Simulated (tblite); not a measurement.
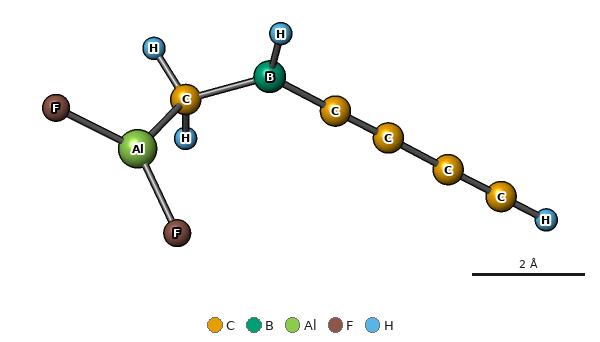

The structure as given in the input (ball-and-stick view, seen at a tilt). Sticks mark near contacts.

Geometry relaxation of C₅H₄AlBF₂ (part 1 of 4)

C₅H₄AlBF₂, SMILES C#CC#CB[CH2][Al]([F])[F], computed with GFN2-xTB geometry optimisation, gas phase (tblite 0.8.0).

It belongs to a series of runs on one base structure; here: B replaced by Al.

### Output
```
step      E/eV     max force
  0    -667.21076    2.307
  1    -667.37852    3.036
  2    -667.59085    1.407
  3    -667.60720    2.244
  4    -667.65823    0.633
  5    -667.68695    0.722
  6    -667.71115    0.453
  7    -667.71711    0.330
  8    -667.72335    0.234
  9    -667.72689    0.206
 10    -667.72988    0.142
 11    -667.73157    0.150
 12    -667.73353    0.191
 13    -667.73596    0.224
 14    -667.73909    0.216
 15    -667.74234    0.201
 16    -667.74484    0.144
 17    -667.74622    0.098
 18    -667.74714    0.083
 19    -667.74805    0.092
 20    -667.74903    0.110
 21    -667.75011    0.120
 22    -667.75128    0.138
 23    -667.75250    0.120
 24    -667.75361    0.082
 25    -667.75449    0.072
 26    -667.75517    0.066
 27    -667.75575    0.067
 28    -667.75626    0.054
 29    -667.75661    0.047
 30    -667.75682    0.039
 31    -667.75700    0.040
 32    -667.75725    0.055
 33    -667.75759    0.068
 34    -667.75799    0.059
 35    -667.75837    0.065
 36    -667.75879    0.073
 37    -667.75946    0.100
 38    -667.76057    0.145
 39    -667.76191    0.142
 40    -667.76295    0.085
 41    -667.76361    0.079
 42    -667.76430    0.104
 43    -667.76560    0.149
 44    -667.76759    0.191
 45    -667.76953    0.143
 46    -667.77066    0.071
 47    -667.77128    0.066
 48    -667.77177    0.095
 49    -667.77251    0.133
 50    -667.77371    0.157
 51    -667.77532    0.124
 52    -667.77639    0.071
 53    -667.77687    0.082
 54    -667.77801    0.115
 55    -667.77906    0.143
 56    -667.78001    0.096
 57    -667.78078    0.095
 58    -667.78172    0.097
 59    -667.78357    0.198
 60    -667.78680    0.222
 61    -667.79058    0.206
 62    -667.79283    0.131
 63    -667.79309    0.204
 64    -667.79342    0.164
 65    -667.79496    0.092
 66    -667.79562    0.097
 67    -667.79665    0.091
 68    -667.79812    0.120
 69    -667.79871    0.053
 70    -667.79892    0.058
 71    -667.79913    0.047
 72    -667.79950    0.057
 73    -667.79977    0.053
 74    -667.79998    0.039
 75    -667.80012    0.040
 76    -667.80024    0.038
 77    -667.80035    0.037
 78    -667.80045    0.026
 79    -667.80054    0.020
 80    -667.80062    0.035
 81    -667.80070    0.031
 82    -667.80079    0.021
 83    -667.80087    0.021
 84    -667.80096    0.033
 85    -667.80108    0.045
 86    -667.80125    0.044
 87    -667.80143    0.031
 88    -667.80157    0.026
 89    -667.80165    0.022
 90    -667.80173    0.025
 91    -667.80183    0.025
 92    -667.80197    0.034
 93    -667.80208    0.028
 94    -667.80215    0.021
 95    -667.80220    0.023
 96    -667.80227    0.028
 97    -667.80236    0.045
 98    -667.80246    0.046
 99    -667.80257    0.034
100    -667.80268    0.039
101    -667.80282    0.034
102    -667.80294    0.034
103    -667.80302    0.023
104    -667.80307    0.017
105    -667.80310    0.018
106    -667.80313    0.012
107    -667.80315    0.024
108    -667.80316    0.008
```

### Trajectory as extended XYZ (Å, eV, eV/Å), 61 of the 109 frames kept, from step=0 to step=108
```
13
Properties=species:S:1:pos:R:3:forces:R:3 step=0 energy=-667.21076
C     4.5168   -0.9115   -0.5053   -1.5370   0.4390   0.3570
C     3.3736   -0.5866   -0.2390   -0.3440   0.0810   0.1760
C     2.0646   -0.2228    0.0963    1.7290  -0.4550  -0.5140
C     0.9250    0.1056    0.3591   -1.1760   0.2290   0.3330
B    -0.5149    0.4999    0.7227    0.6670  -0.2840  -0.6120
C    -1.5260    0.9566   -0.4282    0.6230   0.1310   0.3450
Al   -3.0590   -0.3030   -0.5059   -1.5670  -1.2210  -0.0040
F    -2.7682   -2.0454   -0.8440   -0.4480   2.2210   0.4350
F    -4.7259    0.2885   -0.1982    2.0630  -0.8510  -0.4060
H     5.4959   -1.1885   -0.7417    0.1240  -0.0330  -0.0430
H    -0.8745    0.4695    1.8394    0.1120   0.1000  -0.0060
H    -1.8965    1.9752   -0.2005   -0.0750  -0.4910  -0.1640
H    -1.0154    0.9630   -1.4011   -0.1690   0.1350   0.1030
13
Properties=species:S:1:pos:R:3:forces:R:3 step=2 energy=-667.59085
C     4.4869   -0.9029   -0.4986   -0.4370   0.1280   0.0980
C     3.3435   -0.5786   -0.2279    1.3300  -0.3700  -0.2720
C     2.0810   -0.2259    0.0879   -1.1490   0.3300   0.2260
C     0.9274    0.1000    0.3607    0.3550  -0.2210  -0.1050
B    -0.4920    0.4889    0.7012    0.0190  -0.1020   0.2440
C    -1.5028    0.9578   -0.4147   -0.1950  -0.6310  -0.0490
Al   -3.1199   -0.3508   -0.5056    0.8970   0.6120   0.0880
F    -2.7884   -1.9501   -0.8253   -0.2230   0.2860   0.0620
F    -4.6380    0.2512   -0.2158    0.1100  -0.2310  -0.0690
H     5.4897   -1.1867   -0.7408   -0.7400   0.2090   0.1700
H    -0.8684    0.4740    1.8366    0.2900   0.0660  -0.3780
H    -1.9004    1.9545   -0.2071   -0.1620  -0.1670   0.0210
H    -1.0228    0.9691   -1.3971   -0.0930   0.0910  -0.0360
13
Properties=species:S:1:pos:R:3:forces:R:3 step=4 energy=-667.65823
C     4.4892   -0.9034   -0.4993   -0.5330   0.1550   0.1250
C     3.3561   -0.5820   -0.2292   -0.4790   0.1410   0.1500
C     2.0690   -0.2223    0.0889    0.5250  -0.1500  -0.1670
C     0.9238    0.0968    0.3610   -0.1860  -0.0510   0.0330
B    -0.4898    0.4850    0.7062   -0.0490  -0.0530  -0.1190
C    -1.5072    0.9393   -0.4151   -0.0220  -0.0910   0.0120
Al   -3.0950   -0.3336   -0.5027    0.4650   0.4230   0.0770
F    -2.7966   -1.9362   -0.8223   -0.1850   0.2260   0.0520
F    -4.6296    0.2417   -0.2190    0.2230  -0.2350  -0.0790
H     5.4663   -1.1801   -0.7355    0.2150  -0.0610  -0.0580
H    -0.8589    0.4764    1.8253    0.1680   0.0630  -0.0340
H    -1.9056    1.9468   -0.2068   -0.0720  -0.3890   0.0160
H    -1.0262    0.9721   -1.3979   -0.0730   0.0230  -0.0070
13
Properties=species:S:1:pos:R:3:forces:R:3 step=5 energy=-667.68695
C     4.4831   -0.9015   -0.4980   -0.6760   0.1960   0.1600
C     3.3479   -0.5796   -0.2258    0.1500  -0.0330  -0.0140
C     2.0718   -0.2229    0.0866   -0.1820   0.0380   0.0160
C     0.9226    0.0936    0.3611    0.0980  -0.1210  -0.0460
B    -0.4890    0.4822    0.7050    0.0050  -0.0550  -0.1860
C    -1.5080    0.9310   -0.4144    0.1050   0.0590  -0.0370
Al   -3.0811   -0.3225   -0.5003    0.3510   0.3250   0.0580
F    -2.8038   -1.9224   -0.8194   -0.1430   0.0820   0.0250
F    -4.6181    0.2323   -0.2224    0.1130  -0.1660  -0.0510
H     5.4605   -1.1785   -0.7343    0.1940  -0.0560  -0.0500
H    -0.8523    0.4786    1.8205    0.1180   0.0620   0.0820
H    -1.9088    1.9362   -0.2068   -0.0800  -0.3270   0.0500
H    -1.0290    0.9739   -1.3982   -0.0540  -0.0050  -0.0070
13
Properties=species:S:1:pos:R:3:forces:R:3 step=7 energy=-667.71711
C     4.4670   -0.8965   -0.4944   -0.0420   0.0180   0.0090
C     3.3363   -0.5756   -0.2199    0.1250  -0.0210  -0.0260
C     2.0663   -0.2219    0.0843   -0.2090   0.0270   0.0440
C     0.9185    0.0849    0.3601   -0.0280  -0.0810  -0.0480
B    -0.4859    0.4749    0.6967   -0.0450  -0.0090  -0.0010
C    -1.5003    0.9215   -0.4155    0.2690   0.1830  -0.0550
Al   -3.0486   -0.2964   -0.4946    0.0400  -0.0180   0.0110
F    -2.8212   -1.8967   -0.8137   -0.0700  -0.0950  -0.0100
F    -4.5955    0.2109   -0.2299   -0.0490  -0.0350  -0.0050
H     5.4495   -1.1754   -0.7322   -0.0060   0.0010   0.0020
H    -0.8367    0.4849    1.8161    0.0720   0.0610   0.0900
H    -1.9188    1.9091   -0.2035   -0.1200  -0.0290   0.1200
H    -1.0351    0.9767   -1.4000    0.0620  -0.0030  -0.1320
13
Properties=species:S:1:pos:R:3:forces:R:3 step=9 energy=-667.72689
C     4.4618   -0.8944   -0.4933    0.1950  -0.0490  -0.0470
C     3.3335   -0.5735   -0.2179   -0.1780   0.0600   0.0370
C     2.0583   -0.2223    0.0845    0.1600  -0.0810  -0.0400
C     0.9107    0.0769    0.3573   -0.0920  -0.0770  -0.0110
B    -0.4878    0.4721    0.6946   -0.0130   0.0290   0.1370
C    -1.4799    0.9314   -0.4198   -0.0540  -0.0010  -0.0380
Al   -3.0357   -0.2900   -0.4920    0.0330  -0.0600   0.0010
F    -2.8322   -1.8942   -0.8123   -0.0490  -0.0680  -0.0060
F    -4.5903    0.2009   -0.2328   -0.0040  -0.0120  -0.0010
H     5.4461   -1.1745   -0.7315   -0.0760   0.0240   0.0210
H    -0.8263    0.4917    1.8211    0.0410   0.0630   0.0050
H    -1.9308    1.8984   -0.1937   -0.0790   0.0900   0.0620
H    -1.0319    0.9780   -1.4106    0.1150   0.0830  -0.1190
13
Properties=species:S:1:pos:R:3:forces:R:3 step=11 energy=-667.73157
C     4.4609   -0.8933   -0.4932   -0.0370   0.0170   0.0090
C     3.3312   -0.5716   -0.2172    0.0210  -0.0080  -0.0190
C     2.0562   -0.2256    0.0840    0.0050  -0.0430  -0.0040
C     0.9049    0.0663    0.3543    0.0150  -0.0910   0.0020
B    -0.4891    0.4726    0.6990    0.0200   0.0440  -0.0240
C    -1.4709    0.9390   -0.4250   -0.1210  -0.0320  -0.0120
Al   -3.0279   -0.2910   -0.4907    0.0230  -0.0380  -0.0150
F    -2.8413   -1.8977   -0.8120   -0.0350  -0.0520   0.0010
F    -4.5872    0.1946   -0.2345    0.0500  -0.0130  -0.0010
H     5.4428   -1.1734   -0.7305    0.0130   0.0030   0.0010
H    -0.8187    0.4996    1.8261    0.0020   0.0670   0.0190
H    -1.9417    1.8969   -0.1849    0.0030   0.0230  -0.0300
H    -1.0235    0.9842   -1.4219    0.0420   0.1240   0.0730
13
Properties=species:S:1:pos:R:3:forces:R:3 step=13 energy=-667.73596
C     4.4604   -0.8919   -0.4932   -0.1270   0.0400   0.0310
C     3.3299   -0.5705   -0.2182    0.1310  -0.0610  -0.0440
C     2.0552   -0.2328    0.0833   -0.1620   0.0020   0.0300
C     0.9001    0.0491    0.3521    0.0220  -0.0380   0.0140
B    -0.4887    0.4773    0.7013   -0.0080   0.0150  -0.1210
C    -1.4734    0.9433   -0.4301    0.0330   0.0230   0.0570
Al   -3.0212   -0.2977   -0.4915    0.0180  -0.0200  -0.0410
F    -2.8520   -1.9062   -0.8117   -0.0160  -0.0540   0.0050
F    -4.5802    0.1886   -0.2359    0.0450  -0.0070   0.0060
H     5.4405   -1.1720   -0.7294    0.0820  -0.0090  -0.0160
H    -0.8123    0.5129    1.8317    0.0020   0.0700  -0.0350
H    -1.9508    1.8990   -0.1803    0.0370  -0.0610  -0.0770
H    -1.0121    1.0013   -1.4247   -0.0560   0.1010   0.1920
13
Properties=species:S:1:pos:R:3:forces:R:3 step=14 energy=-667.73909
C     4.4597   -0.8906   -0.4930   -0.0830   0.0250   0.0200
C     3.3290   -0.5703   -0.2194    0.0940  -0.0690  -0.0310
C     2.0528   -0.2392    0.0828   -0.1670   0.0050   0.0270
C     0.8958    0.0349    0.3512   -0.0080   0.0140   0.0160
B    -0.4884    0.4814    0.7005   -0.0250  -0.0210  -0.0990
C    -1.4756    0.9462   -0.4322    0.1230   0.0540   0.0960
Al   -3.0152   -0.3035   -0.4932    0.0170  -0.0180  -0.0560
F    -2.8608   -1.9138   -0.8112    0.0000  -0.0510   0.0060
F    -4.5730    0.1836   -0.2368    0.0270   0.0040   0.0120
H     5.4400   -1.1708   -0.7287    0.0810  -0.0030  -0.0170
H    -0.8071    0.5252    1.8343    0.0070   0.0690  -0.0860
H    -1.9569    1.8994   -0.1790    0.0240  -0.0750  -0.0730
H    -1.0046    1.0178   -1.4217   -0.0910   0.0660   0.1850
13
Properties=species:S:1:pos:R:3:forces:R:3 step=16 energy=-667.74484
C     4.4578   -0.8879   -0.4926    0.0480  -0.0190  -0.0130
C     3.3259   -0.5725   -0.2214   -0.0680  -0.0560   0.0160
C     2.0442   -0.2525    0.0818    0.0010  -0.0320  -0.0160
C     0.8852    0.0093    0.3502   -0.0330   0.0750  -0.0030
B    -0.4890    0.4871    0.6963   -0.0110  -0.0670   0.0360
C    -1.4741    0.9532   -0.4309    0.1020   0.0420   0.0920
Al   -3.0009   -0.3145   -0.4994    0.0230  -0.0140  -0.0560
F    -2.8781   -1.9293   -0.8097    0.0360  -0.0320   0.0040
F    -4.5568    0.1736   -0.2383    0.0070   0.0260   0.0130
H     5.4409   -1.1678   -0.7278   -0.0020   0.0320   0.0020
H    -0.7961    0.5528    1.8333   -0.0030   0.0560  -0.0980
H    -1.9687    1.8963   -0.1794   -0.0480  -0.0070   0.0050
H    -0.9948    1.0526   -1.4085   -0.0530  -0.0050   0.0160
13
Properties=species:S:1:pos:R:3:forces:R:3 step=18 energy=-667.74714
C     4.4568   -0.8872   -0.4925    0.0180  -0.0160  -0.0060
C     3.3229   -0.5773   -0.2217   -0.0510  -0.0560   0.0100
C     2.0397   -0.2588    0.0808    0.0550  -0.0450  -0.0260
C     0.8811    0.0039    0.3493    0.0230   0.0410  -0.0160
B    -0.4895    0.4853    0.6959    0.0160  -0.0230   0.0380
C    -1.4684    0.9579   -0.4257   -0.0430   0.0010  -0.0010
Al   -2.9937   -0.3184   -0.5047    0.0190  -0.0040  -0.0250
F    -2.8824   -1.9361   -0.8087    0.0480  -0.0060   0.0000
F    -4.5496    0.1710   -0.2383    0.0340   0.0240   0.0010
H     5.4414   -1.1648   -0.7274   -0.0280   0.0400   0.0090
H    -0.7923    0.5662    1.8282   -0.0260   0.0380   0.0140
H    -1.9759    1.8939   -0.1791   -0.0610   0.0230   0.0520
H    -0.9945    1.0649   -1.4026   -0.0030  -0.0170  -0.0510
13
Properties=species:S:1:pos:R:3:forces:R:3 step=20 energy=-667.74903
C     4.4560   -0.8877   -0.4926   -0.0500  -0.0010   0.0090
C     3.3192   -0.5869   -0.2219    0.0440  -0.0600  -0.0190
C     2.0378   -0.2668    0.0786   -0.0270  -0.0260  -0.0010
C     0.8808    0.0034    0.3473    0.0380   0.0020  -0.0030
B    -0.4890    0.4824    0.6978    0.0000   0.0650  -0.0360
C    -1.4665    0.9627   -0.4215   -0.0860  -0.0180  -0.0670
Al   -2.9874   -0.3224   -0.5112    0.0130   0.0020   0.0100
F    -2.8809   -1.9427   -0.8082    0.0500   0.0210  -0.0050
F    -4.5417    0.1717   -0.2380    0.0510   0.0130  -0.0130
H     5.4409   -1.1595   -0.7267    0.0190   0.0210  -0.0010
H    -0.7920    0.5797    1.8257   -0.0230   0.0100   0.0830
H    -1.9861    1.8938   -0.1746   -0.0190  -0.0210   0.0490
H    -0.9952    1.0728   -1.4010   -0.0100  -0.0080  -0.0070
13
Properties=species:S:1:pos:R:3:forces:R:3 step=22 energy=-667.75128
C     4.4549   -0.8895   -0.4929   -0.0320  -0.0100   0.0040
C     3.3147   -0.6033   -0.2231    0.0460  -0.0330  -0.0240
C     2.0351   -0.2799    0.0753   -0.0930  -0.0060   0.0220
C     0.8815    0.0038    0.3452   -0.0270  -0.0060   0.0230
B    -0.4888    0.4844    0.6984   -0.0280   0.1280  -0.0430
C    -1.4710    0.9668   -0.4203   -0.0060  -0.0140  -0.0370
Al   -2.9789   -0.3282   -0.5190    0.0000  -0.0080   0.0370
F    -2.8744   -1.9502   -0.8081    0.0500   0.0260  -0.0130
F    -4.5283    0.1743   -0.2384    0.0210   0.0070  -0.0180
H     5.4416   -1.1508   -0.7258    0.0640  -0.0010  -0.0110
H    -0.7936    0.5976    1.8272    0.0170  -0.0240   0.0230
H    -2.0001    1.8925   -0.1658    0.0200  -0.0720   0.0170
H    -0.9972    1.0828   -1.3990   -0.0310   0.0120   0.0200
13
Properties=species:S:1:pos:R:3:forces:R:3 step=23 energy=-667.75250
C     4.4544   -0.8911   -0.4932    0.0030  -0.0190  -0.0040
C     3.3123   -0.6131   -0.2241   -0.0020  -0.0080  -0.0130
C     2.0323   -0.2875    0.0738   -0.0760  -0.0060   0.0210
C     0.8810    0.0044    0.3447   -0.0580  -0.0010   0.0290
B    -0.4893    0.4890    0.6978   -0.0190   0.1180  -0.0130
C    -1.4744    0.9681   -0.4208    0.0460  -0.0060   0.0030
Al   -2.9740   -0.3314   -0.5223   -0.0060  -0.0170   0.0440
F    -2.8691   -1.9532   -0.8084    0.0500   0.0140  -0.0180
F    -4.5202    0.1761   -0.2392   -0.0100   0.0070  -0.0170
H     5.4433   -1.1458   -0.7255    0.0480  -0.0030  -0.0080
H    -0.7941    0.6067    1.8286    0.0360  -0.0310  -0.0290
H    -2.0073    1.8900   -0.1602    0.0200  -0.0710  -0.0030
H    -0.9993    1.0883   -1.3978   -0.0330   0.0240   0.0070
```
